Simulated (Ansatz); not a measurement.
```xyz
7

W    -0.1423    0.0480    0.0791
F    -0.0375    0.4637    1.8736
H     1.5655   -0.1003    0.0761
H     1.0755    1.2333   -0.0028
Cl   -2.4240   -0.5091    0.3064
H     0.4228   -1.5250    0.0887
Cl   -0.1905    0.3895   -2.1517
```

Core potentials replace the inner electrons of W.

Level of theory: RKS B3LYP-D4/def2-SVP in Ansatz 0.2.0.

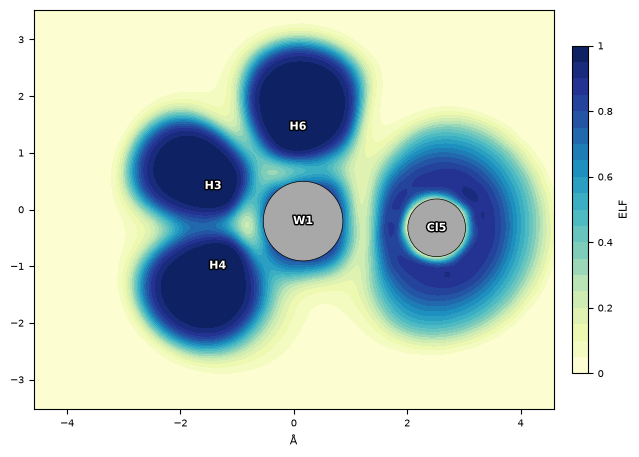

Cl2FH3W. ELF on the plane of atoms H4, W1 and Cl5. Grey discs cover the atomic cores.

### What do the fields say about this system?

The section cuts through W, H and Cl sites. W–H (1.67 Å): the ELF climbs to about 1 towards the hydrogen. W–Cl (2.36 Å): the ELF peaks at about 0.85 in the valence shell of Cl, 0.8 Å from its nucleus, and is about 0.30 at the midpoint.
